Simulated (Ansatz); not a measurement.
# C₄₂H₃₀: a spread of methods and bases

How do the results and run time of C₄₂H₃₀ respond when the settings are drawn wide?

Method: the settings change from run to run; program: Ansatz 0.2.0, Gaussian basis.

**1. The molecule**

The geometry comes from an earlier relaxation with PBE-D4/def2-SVP; it is a stationary point, not always the lowest conformer.

72 atoms, charge 0, spin multiplicity 1.

Atoms are counted from 1 here; the program's logs count them from 0.

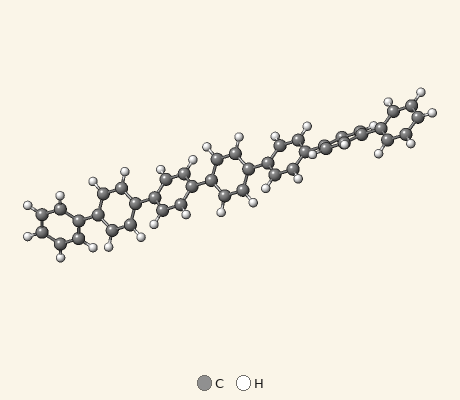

The geometry (carbon grey, hydrogen white).

Geometry (Å):

```xyz
72
charge 0, multiplicity 1
C   -14.4199   -0.3514    0.7855
C   -13.6810   -1.5459    0.8008
C   -12.2823   -1.5116    0.7249
C   -11.5881   -0.2825    0.6314
C   -10.1080   -0.2465    0.5510
C    -9.4391    0.7275   -0.2256
C    -8.0440    0.7600   -0.3036
C    -7.2481   -0.1770    0.3954
C    -5.7702   -0.1412    0.3148
C    -5.1085    0.2527   -0.8709
C    -3.7137    0.2846   -0.9474
C    -2.9076   -0.0716    0.1587
C    -1.4296   -0.0356    0.0781
C    -0.7609    0.8859   -0.7606
C     0.6338    0.9184   -0.8389
C     1.4323    0.0342   -0.0779
C     2.9101    0.0702   -0.1585
C     3.7127   -0.1887    0.9763
C     5.1077   -0.1511    0.9009
C     5.7687    0.1401   -0.3144
C     7.2468    0.1765   -0.3950
C     8.0292    0.6442    0.6858
C     9.4242    0.6800    0.6089
C    10.1071    0.2471   -0.5509
C    11.5872    0.2836   -0.6317
C    12.2435    0.5450   -1.8575
C    13.6421    0.5791   -1.9343
C    14.4194    0.3537   -0.7862
C    13.7837    0.0933    0.4389
C    12.3850    0.0581    0.5148
C     9.3244   -0.2221   -1.6308
C     7.9291   -0.2553   -1.5556
C     4.9661    0.3957   -1.4499
C     3.5710    0.3647   -1.3731
C     0.7651   -0.8859    0.7630
C    -0.6297   -0.9214    0.8368
C    -3.5705   -0.4636    1.3449
C    -4.9652   -0.4995    1.4206
C    -7.9172   -1.1497    1.1739
C    -9.3125   -1.1848    1.2481
C   -12.3471    0.9113    0.6167
C   -13.7458    0.8776    0.6931
H   -15.5186   -0.3780    0.8450
H   -14.1989   -2.5159    0.8624
H   -11.7160   -2.4557    0.7093
H   -10.0267    1.4635   -0.7958
H    -7.5571    1.5424   -0.9059
H    -5.7013    0.5024   -1.7639
H    -3.2363    0.5571   -1.9006
H    -1.3463    1.6183   -1.3364
H     1.1197    1.6731   -1.4757
H     3.2304   -0.4046    1.9418
H     5.7021   -0.3716    1.8006
H     7.5300    1.0240    1.5902
H     9.9985    1.0883    1.4543
H    11.6455    0.7520   -2.7585
H    14.1289    0.7938   -2.8987
H    15.5181    0.3809   -0.8462
H    14.3824   -0.0946    1.3441
H    11.8994   -0.1754    1.4749
H     9.8227   -0.6040   -2.5347
H     7.3539   -0.6615   -2.4014
H     5.4478    0.6426   -2.4082
H     2.9767    0.5542   -2.2798
H     1.3535   -1.6144    1.3411
H    -1.1128   -1.6798    1.4709
H    -2.9797   -0.7104    2.2398
H    -5.4447   -0.7749    2.3721
H    -7.3305   -1.9063    1.7174
H    -9.7984   -1.9466    1.8770
H   -11.8288    1.8818    0.5735
H   -14.3137    1.8211    0.6910
```

**2. PBE0/cc-pVDZ**

This run has multiplicity 3, density fitting with def2-universal-jkfit, D3(BJ) with three-body dispersion.

in.yaml reads:

```yaml
crystal:
  periodic: [false, false, false]
  atoms:
    - {symbol: C, position_ang: [-14.419877, -0.351352, 0.785494]}
    - {symbol: C, position_ang: [-13.681048, -1.545893, 0.800759]}
    - {symbol: C, position_ang: [-12.282319, -1.511644, 0.724928]}
    - {symbol: C, position_ang: [-11.588140, -0.282507, 0.631417]}
    - {symbol: C, position_ang: [-10.108042, -0.246532, 0.550971]}
    - {symbol: C, position_ang: [-9.439115, 0.727484, -0.225630]}
    - {symbol: C, position_ang: [-8.043978, 0.759975, -0.303608]}
    - {symbol: C, position_ang: [-7.248081, -0.177008, 0.395377]}
    - {symbol: C, position_ang: [-5.770232, -0.141159, 0.314837]}
    - {symbol: C, position_ang: [-5.108457, 0.252746, -0.870941]}
    - {symbol: C, position_ang: [-3.713668, 0.284620, -0.947369]}
    - {symbol: C, position_ang: [-2.907601, -0.071634, 0.158705]}
    - {symbol: C, position_ang: [-1.429621, -0.035635, 0.078135]}
    - {symbol: C, position_ang: [-0.760876, 0.885933, -0.760593]}
    - {symbol: C, position_ang: [0.633812, 0.918442, -0.838925]}
    - {symbol: C, position_ang: [1.432298, 0.034202, -0.077859]}
    - {symbol: C, position_ang: [2.910055, 0.070235, -0.158456]}
    - {symbol: C, position_ang: [3.712693, -0.188678, 0.976284]}
    - {symbol: C, position_ang: [5.107678, -0.151121, 0.900947]}
    - {symbol: C, position_ang: [5.768747, 0.140112, -0.314400]}
    - {symbol: C, position_ang: [7.246813, 0.176460, -0.394981]}
    - {symbol: C, position_ang: [8.029168, 0.644239, 0.685792]}
    - {symbol: C, position_ang: [9.424227, 0.680000, 0.608863]}
    - {symbol: C, position_ang: [10.107123, 0.247053, -0.550936]}
    - {symbol: C, position_ang: [11.587244, 0.283649, -0.631689]}
    - {symbol: C, position_ang: [12.243493, 0.545025, -1.857529]}
    - {symbol: C, position_ang: [13.642121, 0.579118, -1.934267]}
    - {symbol: C, position_ang: [14.419398, 0.353732, -0.786246]}
    - {symbol: C, position_ang: [13.783657, 0.093273, 0.438892]}
    - {symbol: C, position_ang: [12.385007, 0.058066, 0.514770]}
    - {symbol: C, position_ang: [9.324364, -0.222112, -1.630789]}
    - {symbol: C, position_ang: [7.929146, -0.255255, -1.555585]}
    - {symbol: C, position_ang: [4.966076, 0.395723, -1.449884]}
    - {symbol: C, position_ang: [3.571015, 0.364722, -1.373072]}
    - {symbol: C, position_ang: [0.765147, -0.885891, 0.762976]}
    - {symbol: C, position_ang: [-0.629719, -0.921355, 0.836836]}
    - {symbol: C, position_ang: [-3.570487, -0.463591, 1.344885]}
    - {symbol: C, position_ang: [-4.965223, -0.499450, 1.420625]}
    - {symbol: C, position_ang: [-7.917178, -1.149721, 1.173892]}
    - {symbol: C, position_ang: [-9.312454, -1.184814, 1.248122]}
    - {symbol: C, position_ang: [-12.347084, 0.911324, 0.616748]}
    - {symbol: C, position_ang: [-13.745790, 0.877552, 0.693107]}
    - {symbol: H, position_ang: [-15.518576, -0.378037, 0.844952]}
    - {symbol: H, position_ang: [-14.198926, -2.515929, 0.862368]}
    - {symbol: H, position_ang: [-11.716032, -2.455718, 0.709259]}
    - {symbol: H, position_ang: [-10.026697, 1.463462, -0.795765]}
    - {symbol: H, position_ang: [-7.557056, 1.542368, -0.905914]}
    - {symbol: H, position_ang: [-5.701284, 0.502374, -1.763905]}
    - {symbol: H, position_ang: [-3.236345, 0.557144, -1.900586]}
    - {symbol: H, position_ang: [-1.346330, 1.618269, -1.336376]}
    - {symbol: H, position_ang: [1.119731, 1.673093, -1.475698]}
    - {symbol: H, position_ang: [3.230420, -0.404641, 1.941776]}
    - {symbol: H, position_ang: [5.702125, -0.371555, 1.800605]}
    - {symbol: H, position_ang: [7.529986, 1.024023, 1.590176]}
    - {symbol: H, position_ang: [9.998482, 1.088318, 1.454264]}
    - {symbol: H, position_ang: [11.645459, 0.751963, -2.758486]}
    - {symbol: H, position_ang: [14.128887, 0.793848, -2.898724]}
    - {symbol: H, position_ang: [15.518062, 0.380873, -0.846188]}
    - {symbol: H, position_ang: [14.382386, -0.094614, 1.344113]}
    - {symbol: H, position_ang: [11.899398, -0.175417, 1.474893]}
    - {symbol: H, position_ang: [9.822733, -0.604012, -2.534652]}
    - {symbol: H, position_ang: [7.353939, -0.661454, -2.401440]}
    - {symbol: H, position_ang: [5.447768, 0.642596, -2.408202]}
    - {symbol: H, position_ang: [2.976664, 0.554217, -2.279843]}
    - {symbol: H, position_ang: [1.353509, -1.614386, 1.341107]}
    - {symbol: H, position_ang: [-1.112824, -1.679753, 1.470924]}
    - {symbol: H, position_ang: [-2.979748, -0.710429, 2.239778]}
    - {symbol: H, position_ang: [-5.444651, -0.774917, 2.372149]}
    - {symbol: H, position_ang: [-7.330470, -1.906263, 1.717369]}
    - {symbol: H, position_ang: [-9.798415, -1.946627, 1.876965]}
    - {symbol: H, position_ang: [-11.828828, 1.881750, 0.573473]}
    - {symbol: H, position_ang: [-14.313658, 1.821142, 0.691018]}
basis:
  gaussian: {orbitals: cc-pVDZ, fitting: {mean_field: def2-universal-jkfit}}
magnetization: {spin_polarized: true, initial_magnetization: 2}
hamiltonian: {xc: {name: PBE0}, dispersion: d3bjatm}
output: {forces: true}
```

The run is started by

```console
> ansatz run in.yaml --threads 2 --pin off --events-out ev --progress --plain --max-ram 32768MiB --backend cuda --devices 0, --max-vram 18GiB
```

Output, shortened:

```text
Functional definition: PBE0
  name "PBE0"
  cite "Adamo & Barone, J. Chem. Phys. 110, 6158 (1999) doi:10.1063/1.478522"
  cite "Perdew, Burke & Ernzerhof, Phys. Rev. Lett. 77, 3865 (1996) doi:10.1103/PhysRevLett.77.3865"
  parent pbe
[...]
3690 factors; integrals over basis functions are off by at most 2.3e-1 eV
[...]
mean field -43992.13606810 eV, -1616.6811815620 hartree, gradient 4.7e-8 eV, S^2 2.027080; 9 other end points of the search recorded, 0 dependent functions left out
[...]
reference -43992.13614954 eV, -1616.6811845547 hartree; 142, 140 occupied and 596, 598 virtual orbitals, 3690 factors
Total energy: -43994.63424645 eV, -1616.7729879230 hartree
Atom 0 at   -14.419877    -0.351352     0.785494 Å, force     0.188666     0.005519    -0.012794 eV/Å
Atom 1 at   -13.681048    -1.545893     0.800759 Å, force     0.107887     0.182876    -0.018475 eV/Å
Atom 2 at   -12.282319    -1.511644     0.724928 Å, force    -0.090611     0.150119    -0.003038 eV/Å
Atom 3 at   -11.588140    -0.282507     0.631417 Å, force    -0.190144    -0.004338     0.009554 eV/Å
Atom 4 at   -10.108042    -0.246532     0.550971 Å, force     0.074060     0.002450    -0.002155 eV/Å
Atom 5 at    -9.439115     0.727484    -0.225630 Å, force     0.270952    -0.034857     0.018268 eV/Å
Atom 6 at    -8.043978     0.759975    -0.303608 Å, force    -0.347546     0.004848    -0.119023 eV/Å
[...]
Atom 56 at    14.128887     0.793848    -2.898724 Å, force    -0.142426    -0.067270     0.299211 eV/Å
Atom 57 at    15.518062     0.380873    -0.846188 Å, force    -0.317148    -0.007596     0.017203 eV/Å
Atom 58 at    14.382386    -0.094614     1.344113 Å, force    -0.176932     0.059381    -0.281571 eV/Å
Atom 59 at    11.899398    -0.175417     1.474893 Å, force     0.138651     0.065002    -0.287759 eV/Å
Atom 60 at     9.822733    -0.604012    -2.534652 Å, force    -0.142795     0.104636     0.259353 eV/Å
Atom 61 at     7.353939    -0.661454    -2.401440 Å, force     0.167552     0.114037     0.240408 eV/Å
Atom 62 at     5.447768     0.642596    -2.408202 Å, force    -0.145694    -0.085706     0.266083 eV/Å
Atom 63 at     2.976664     0.554217    -2.279843 Å, force     0.183226    -0.041445     0.255754 eV/Å
Atom 64 at     1.353509    -1.614386     1.341107 Å, force    -0.197620     0.180391    -0.184486 eV/Å
Atom 65 at    -1.112824    -1.679753     1.470924 Å, force     0.166850     0.199749    -0.198527 eV/Å
Atom 66 at    -2.979748    -0.710429     2.239778 Å, force    -0.191254     0.081064    -0.249129 eV/Å
Atom 67 at    -5.444651    -0.774917     2.372149 Å, force     0.155587     0.107338    -0.259617 eV/Å
Atom 68 at    -7.330470    -1.906263     1.717369 Å, force    -0.177071     0.224458    -0.155953 eV/Å
Atom 69 at    -9.798415    -1.946627     1.876965 Å, force     0.140909     0.220257    -0.192340 eV/Å
Atom 70 at   -11.828828     1.881750     0.573473 Å, force    -0.146736    -0.289365     0.014286 eV/Å
Atom 71 at   -14.313658     1.821142     0.691018 Å, force     0.165375    -0.287985    -0.001277 eV/Å
Dipole moment:    -0.004723    -0.000037     0.000262 e Å
```

It took 87 s on 1 × H100 (card shared with other runs) with 2 threads of AMD EPYC 7R13, shared host; peak host memory 2.5 GiB.

Largest force 3.147 eV/Å, dipole 0.02 D, ⟨S²⟩ 2.027.

**3. B97/6-31G***

Set apart from the defaults: density fitting with def2-universal-jkfit, finite nuclei.

Changes to in.yaml since step 2:

```diff
@@ -76,5 +76,4 @@
 basis:
-  gaussian: {orbitals: cc-pVDZ, fitting: {mean_field: def2-universal-jkfit}}
-magnetization: {spin_polarized: true, initial_magnetization: 2}
-hamiltonian: {xc: {name: PBE0}, dispersion: d3bjatm}
+  gaussian: {orbitals: "6-31G*", fitting: {mean_field: def2-universal-jkfit}, nuclear_model: gaussian}
+hamiltonian: {xc: {name: B97}}
 output: {forces: true}
```

The command is unchanged.

Output:

```text
Functional definition: B97
  name "B97"
  cite "Becke, J. Chem. Phys. 107, 8554 (1997) doi:10.1063/1.475007"
  parameter cx = 0.1943
  parameter cx0 = 0.8094
  parameter cx1 = 0.5073
  parameter cx2 = 0.7481
  parameter css0 = 0.1737
  parameter css1 = 2.3487
  parameter css2 = -2.4868
  parameter cos0 = 0.9454
  parameter cos1 = 0.7471
  parameter cos2 = -4.5961
  exchange = spin_sum(e_x_unif_s*poly(b97_u_x, cx0, cx1, cx2)) + cx*exact_x
  correlation = spin_sum(e_c_pw_same_spin*poly(b97_u_same, css0, css1, css2))
      + integral(e_c_pw_opposite_spin*poly(b97_u_opposite, cos0, cos1, cos2))
3690 factors; integrals over basis functions are off by at most 5.4e-2 eV
mean field evaluation 1: about -43999.8467 eV, gradient 1.1e2 eV
mean field evaluation 2: about -44003.7439 eV, gradient 1.0e2 eV
mean field evaluation 4: about -44029.1294 eV, gradient 4.2e0 eV
mean field evaluation 8: about -44029.1613 eV, gradient 6.3e-1 eV
mean field evaluation 16: about -44029.1624 eV, gradient 3.6e-4 eV
mean field -44029.16241559 eV, -1618.0418747349 hartree, gradient 2.8e-5 eV, S^2 0.000000; 0 other end points of the search recorded, 0 dependent functions left out
the calculation of the forces begins
reference -44029.16247571 eV, -1618.0418769440 hartree; 141, 141 occupied and 549, 549 virtual orbitals, 3690 factors
Total energy: -44029.16247571 eV, -1618.0418769440 hartree
Atom 0 at   -14.419877    -0.351352     0.785494 Å, force    -0.183409    -0.003541     0.007592 eV/Å
Atom 1 at   -13.681048    -1.545893     0.800759 Å, force    -0.110917    -0.150673     0.008896 eV/Å
Atom 2 at   -12.282319    -1.511644     0.724928 Å, force     0.099449    -0.150531    -0.021437 eV/Å
Atom 3 at   -11.588140    -0.282507     0.631417 Å, force    -0.317479    -0.007415     0.016552 eV/Å
Atom 4 at   -10.108042    -0.246532     0.550971 Å, force     0.306945     0.008071    -0.014893 eV/Å
Atom 5 at    -9.439115     0.727484    -0.225630 Å, force    -0.113708     0.108363    -0.113412 eV/Å
Atom 6 at    -8.043978     0.759975    -0.303608 Å, force     0.099520     0.142751    -0.084998 eV/Å
Atom 7 at    -7.248081    -0.177008     0.395377 Å, force    -0.316059    -0.008548     0.015333 eV/Å
Atom 8 at    -5.770232    -0.141159     0.314837 Å, force     0.308521     0.007614    -0.016910 eV/Å
Atom 9 at    -5.108457     0.252746    -0.870941 Å, force    -0.113864     0.025626    -0.161220 eV/Å
Atom 10 at    -3.713668     0.284620    -0.947369 Å, force     0.091070     0.029653    -0.180593 eV/Å
Atom 11 at    -2.907601    -0.071634     0.158705 Å, force    -0.307404    -0.007520     0.017096 eV/Å
Atom 12 at    -1.429621    -0.035635     0.078135 Å, force     0.306009     0.007584    -0.016365 eV/Å
Atom 13 at    -0.760876     0.885933    -0.760593 Å, force    -0.110631     0.148496    -0.091368 eV/Å
Atom 14 at     0.633812     0.918442    -0.838925 Å, force     0.096272     0.143359    -0.097479 eV/Å
Atom 15 at     1.432298     0.034202    -0.077859 Å, force    -0.305957    -0.008200     0.015682 eV/Å
Atom 16 at     2.910055     0.070235    -0.158456 Å, force     0.304312     0.006226    -0.016627 eV/Å
Atom 17 at     3.712693    -0.188678     0.976284 Å, force    -0.094653    -0.018255     0.172300 eV/Å
Atom 18 at     5.107678    -0.151121     0.900947 Å, force     0.112343    -0.058700     0.151759 eV/Å
Atom 19 at     5.768747     0.140112    -0.314400 Å, force    -0.301384    -0.005553     0.016376 eV/Å
Atom 20 at     7.246813     0.176460    -0.394981 Å, force     0.306191     0.007377    -0.016527 eV/Å
Atom 21 at     8.029168     0.644239     0.685792 Å, force    -0.097104     0.081185     0.148429 eV/Å
Atom 22 at     9.424227     0.680000     0.608863 Å, force     0.108609     0.089369     0.139995 eV/Å
Atom 23 at    10.107123     0.247053    -0.550936 Å, force    -0.299257    -0.007303     0.016530 eV/Å
Atom 24 at    11.587244     0.283649    -0.631689 Å, force     0.314305     0.006768    -0.017371 eV/Å
Atom 25 at    12.243493     0.545025    -1.857529 Å, force    -0.106544     0.052441    -0.138186 eV/Å
Atom 26 at    13.642121     0.579118    -1.934267 Å, force     0.105711     0.037646    -0.155019 eV/Å
Atom 27 at    14.419398     0.353732    -0.786246 Å, force     0.186153     0.003783    -0.009415 eV/Å
Atom 28 at    13.783657     0.093273     0.438892 Å, force     0.123091    -0.031956     0.141535 eV/Å
Atom 29 at    12.385007     0.058066     0.514770 Å, force    -0.088299    -0.054962     0.148906 eV/Å
Atom 30 at     9.324364    -0.222112    -1.630789 Å, force     0.096914    -0.084756    -0.151401 eV/Å
Atom 31 at     7.929146    -0.255255    -1.555585 Å, force    -0.108682    -0.085505    -0.137298 eV/Å
Atom 32 at     4.966076     0.395723    -1.449884 Å, force     0.092775     0.060913    -0.162808 eV/Å
Atom 33 at     3.571015     0.364722    -1.373072 Å, force    -0.113751     0.015461    -0.160848 eV/Å
Atom 34 at     0.765147    -0.885891     0.762976 Å, force     0.113296    -0.137653     0.087392 eV/Å
Atom 35 at    -0.629719    -0.921355     0.836836 Å, force    -0.092457    -0.154246     0.101911 eV/Å
Atom 36 at    -3.570487    -0.463591     1.344885 Å, force     0.111631    -0.025471     0.169332 eV/Å
Atom 37 at    -4.965223    -0.499450     1.420625 Å, force    -0.094134    -0.030111     0.172452 eV/Å
Atom 38 at    -7.917178    -1.149721     1.173892 Å, force     0.115335    -0.136059     0.075160 eV/Å
Atom 39 at    -9.312454    -1.184814     1.248122 Å, force    -0.096392    -0.113795     0.122120 eV/Å
Atom 40 at   -12.347084     0.911324     0.616748 Å, force     0.093404     0.154503     0.012300 eV/Å
Atom 41 at   -13.745790     0.877552     0.693107 Å, force    -0.117895     0.143007     0.006181 eV/Å
Atom 42 at   -15.518576    -0.378037     0.844952 Å, force     0.418475     0.010096    -0.021623 eV/Å
Atom 43 at   -14.198926    -2.515929     0.862368 Å, force     0.196867     0.385021    -0.021237 eV/Å
Atom 44 at   -11.716032    -2.455718     0.709259 Å, force    -0.228370     0.372142    -0.002898 eV/Å
Atom 45 at   -10.026697     1.463462    -0.795765 Å, force     0.234027    -0.296199     0.213653 eV/Å
Atom 46 at    -7.557056     1.542368    -0.905914 Å, force    -0.197939    -0.298049     0.246609 eV/Å
Atom 47 at    -5.701284     0.502374    -1.763905 Å, force     0.237476    -0.104272     0.333219 eV/Å
Atom 48 at    -3.236345     0.557144    -1.900586 Å, force    -0.194669    -0.114439     0.357187 eV/Å
Atom 49 at    -1.346330     1.618269    -1.336376 Å, force     0.235515    -0.267535     0.223462 eV/Å
Atom 50 at     1.119731     1.673093    -1.475698 Å, force    -0.196414    -0.276926     0.245748 eV/Å
Atom 51 at     3.230420    -0.404641     1.941776 Å, force     0.196147     0.093834    -0.363622 eV/Å
Atom 52 at     5.702125    -0.371555     1.800605 Å, force    -0.237482     0.071097    -0.343337 eV/Å
Atom 53 at     7.529986     1.024023     1.590176 Å, force     0.201241    -0.136374    -0.345404 eV/Å
Atom 54 at     9.998482     1.088318     1.454264 Å, force    -0.230468    -0.147919    -0.323729 eV/Å
Atom 55 at    11.645459     0.751963    -2.758486 Å, force     0.243262    -0.070338     0.358799 eV/Å
Atom 56 at    14.128887     0.793848    -2.898724 Å, force    -0.185498    -0.087334     0.385842 eV/Å
Atom 57 at    15.518062     0.380873    -0.846188 Å, force    -0.418564    -0.010110     0.022728 eV/Å
Atom 58 at    14.382386    -0.094614     1.344113 Å, force    -0.230106     0.077070    -0.362968 eV/Å
Atom 59 at    11.899398    -0.175417     1.474893 Å, force     0.199042     0.080374    -0.382700 eV/Å
Atom 60 at     9.822733    -0.604012    -2.534652 Å, force    -0.200795     0.137442     0.347112 eV/Å
Atom 61 at     7.353939    -0.661454    -2.401440 Å, force     0.230583     0.146765     0.322026 eV/Å
Atom 62 at     5.447768     0.642596    -2.408202 Å, force    -0.195153    -0.082052     0.366837 eV/Å
Atom 63 at     2.976664     0.554217    -2.279843 Å, force     0.238941    -0.082685     0.339806 eV/Å
Atom 64 at     1.353509    -1.614386     1.341107 Å, force    -0.235426     0.266612    -0.222061 eV/Å
Atom 65 at    -1.112824    -1.679753     1.470924 Å, force     0.196566     0.278281    -0.247457 eV/Å
Atom 66 at    -2.979748    -0.710429     2.239778 Å, force    -0.237721     0.104788    -0.333440 eV/Å
Atom 67 at    -5.444651    -0.774917     2.372149 Å, force     0.194054     0.113966    -0.356950 eV/Å
Atom 68 at    -7.330470    -1.906263     1.717369 Å, force    -0.237301     0.287670    -0.221149 eV/Å
Atom 69 at    -9.798415    -1.946627     1.876965 Å, force     0.194834     0.305605    -0.237962 eV/Å
Atom 70 at   -11.828828     1.881750     0.573473 Å, force    -0.208528    -0.382568     0.026667 eV/Å
Atom 71 at   -14.313658     1.821142     0.691018 Å, force     0.215528    -0.373405    -0.002812 eV/Å
Dipole moment:    -0.001330     0.000045     0.000081 e Å
```

Run time: 19 s. Hardware: 1 × H100 (card shared with other runs) with 2 threads of AMD EPYC 7R13, shared host; peak host memory 2.1 GiB.

Largest force 0.439 eV/Å, dipole 0.01 D.

**4. BHLYP/6-31G***

This run has density fitting with def2-universal-jkfit, finite nuclei, D3(BJ) dispersion.

Changes to in.yaml since step 3:

```diff
@@ -77,3 +77,2 @@
   gaussian: {orbitals: "6-31G*", fitting: {mean_field: def2-universal-jkfit}, nuclear_model: gaussian}
-hamiltonian: {xc: {name: B97}}
-output: {forces: true}
+hamiltonian: {xc: {name: BHLYP}, dispersion: d3bj}
```

Launched as before.

Output:

```text
Functional definition: BHLYP
  name "BHLYP"
  cite "Becke, J. Chem. Phys. 98, 1372 (1993) doi:10.1063/1.464304"
  cite "Becke, Phys. Rev. A 38, 3098 (1988) doi:10.1103/PhysRevA.38.3098"
  cite "Lee, Yang & Parr, Phys. Rev. B 37, 785 (1988) doi:10.1103/PhysRevB.37.785"
  parameter a = 0.5
  exchange = (1 - a)*b88_x + a*exact_x
  correlation = lyp_c
3690 factors; integrals over basis functions are off by at most 5.4e-2 eV
mean field evaluation 1: about -43997.9174 eV, gradient 8.4e1 eV
mean field evaluation 2: about -44009.4988 eV, gradient 5.3e1 eV
mean field evaluation 4: about -44016.5231 eV, gradient 3.2e0 eV
mean field evaluation 8: about -44016.5282 eV, gradient 6.1e-2 eV
mean field evaluation 16: about -44016.5282 eV, gradient 5.0e-5 eV
mean field -44016.52823569 eV, -1617.5775771873 hartree, gradient 5.0e-5 eV, S^2 0.000000; 0 other end points of the search recorded, 0 dependent functions left out
reference -44016.52872721 eV, -1617.5775952501 hartree; 141, 141 occupied and 549, 549 virtual orbitals, 3690 factors
Total energy: -44020.24301147 eV, -1617.7140926792 hartree
```

It took 12 s on 1 × H100 (card shared with other runs) with 2 threads of AMD EPYC 7R13, shared host; peak host memory 1.1 GiB.

(Part 1 of 2 ends here.)
